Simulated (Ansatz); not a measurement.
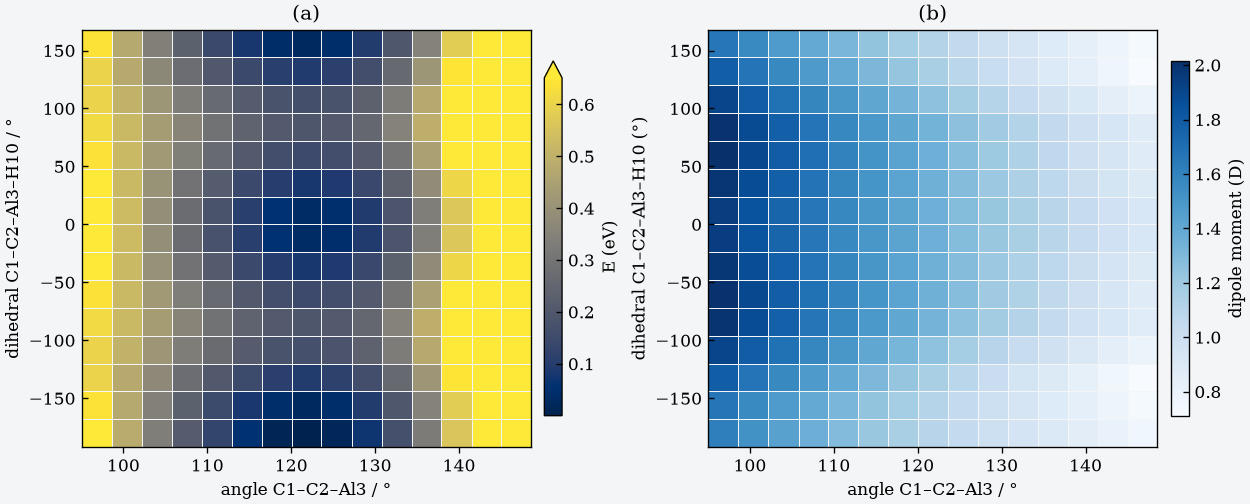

C₃H₅AlClF, SMILES C[C]([AlH2])=C(F)Cl. Coordinates scanned: (1) angle C1–C2–Al3; (2) dihedral C1–C2–Al3–H10. Nothing is relaxed (all other coordinates rigid). The grid has 15 × 15 points. All energies are given in eV relative to the relaxed molecule at the same level. Theory: RKS SPW92 (LDA)/def2-SVP in Ansatz 0.2.0.

Panel (a) is the energy; panel (b) is the computed dipole moment, in D.

Drawn: one coloured cell a grid point, one colour for all values above the top of the scale.

Q: How does the dipole moment vary over the map, and what is it at the lowest grid point?

A: Leaving out the highest fifth of the energies, it runs from 0.83 D at angle C1–C2–Al3 = 139.7°, dihedral C1–C2–Al3–H10 = −156° to 2.02 D at angle C1–C2–Al3 = 96.8°, dihedral C1–C2–Al3–H10 = 60°. At the lowest grid point, angle C1–C2–Al3 = 121.8°, dihedral C1–C2–Al3–H10 = −180°, it is 1.10 D.
